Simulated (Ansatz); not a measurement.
Dissociation curve of SMILES [O]=[Re](=[O])(=[O])[OH]. The O5–H6 bond (O5 also carries Re; H6 carries nothing else) is varied alone, starting from the PBE0/def2-TZVP, def2 effective core potentials past Kr optimised geometry.

```
6

Re    -0.0038     0.0035    -1.8220
O      0.0000     1.5915    -2.4115
O      1.3669    -0.7923    -2.4203
O     -1.3818    -0.7836    -2.4150
O      0.0000     0.0000     0.0000
H      0.0000     0.0000     0.9526
```

Methods: UKS-PBE0 = unrestricted PBE0/def2-TZVP, def2 effective core potentials past Kr (Ansatz, an electronic-structure program); RKS-PBE = restricted PBE/def2-TZVP, def2 effective core potentials past Kr run with Ansatz; UKS-PBE = unrestricted PBE/def2-TZVP, def2 effective core potentials past Kr run with Ansatz; RKS-PBE0 = restricted PBE0/def2-TZVP, def2 effective core potentials past Kr run with Ansatz.

Energies are in kcal/mol, each relative to the lowest point of its own curve near equilibrium.

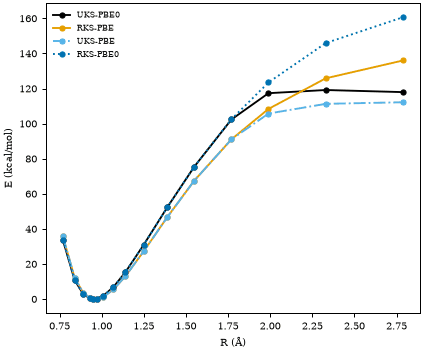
Energy against bond length for each method.

```csv
R / Å,UKS-PBE0,RKS-PBE,UKS-PBE,RKS-PBE0
0.77,33.6,35.6,35.6,33.6
0.84,10.7,12.0,12.0,10.7
0.89,2.9,3.7,3.7,2.9
0.93,0.3,0.6,0.6,0.3
0.95,0.0,0.1,0.1,0.0
0.97,0.2,0.0,0.0,0.2
1.01,1.9,1.2,1.2,1.9
1.07,6.9,5.5,5.5,6.9
1.14,15.2,12.9,12.9,15.2
1.25,31.0,27.3,27.3,31.0
1.39,52.4,46.8,46.8,52.4
1.55,75.5,67.5,67.5,75.5
1.77,102.3,91.0,91.0,102.5
1.99,117.3,108.4,105.7,123.4
2.33,119.1,125.8,111.3,145.9
2.79,117.9,136.0,112.2,160.7
```

At the longest distance, 2.79 Å, RKS-PBE0 lies highest above its minimum (160.7 kcal/mol) and UKS-PBE lowest (112.2 kcal/mol).

The unrestricted determinant behind UKS-PBE0 is spin-contaminated at 1.77 to 2.79 Å (<S²> up to 1.0, against 0.00 for a pure singlet). The restricted form behind RKS-PBE, RKS-PBE0 keeps the bonding electrons paired and can't separate into open-shell fragments. The unrestricted determinant behind UKS-PBE is spin-contaminated at 1.99 to 2.79 Å (<S²> up to 0.9, against 0.00 for a pure singlet).
